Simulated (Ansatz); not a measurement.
## Pressure series in MoS2

The reference is MoS₂ in the 2H-MoS2 type structure (space group P6_3/mmc, No. 194; a = 3.1494 Å, c = 12.0903 Å; layered, stacked along the Cartesian z axis).

Cell and atoms are relaxed at each pressure.

Levels (all Ansatz, a first-principles code, PAW): PBE-D3(BJ) (420 eV, without spin-orbit coupling); PBEsol-D3(BJ) (420 eV, scalar-relativistic without spin-orbit coupling).

The base cell above is that of PBE-D3(BJ); each level relaxes its own structures.

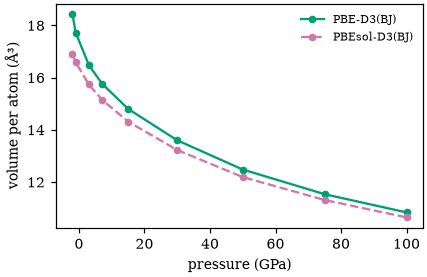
Fig. 1. Volume per atom under two levels

Task: How do the two levels compare along the series?

Result: PBE-D3(BJ) lies above PBEsol-D3(BJ) in every row, by 0.19 Å³ to 1.52 Å³. They put the cases in the same order.

The mesh was chosen for an insulator and is coarse for the gapless case. Load acts through the strain it causes; cell and atoms are relaxed under it. Stability against distortions was not tested. No other phases were tried under pressure. All final runs are without spin polarisation.
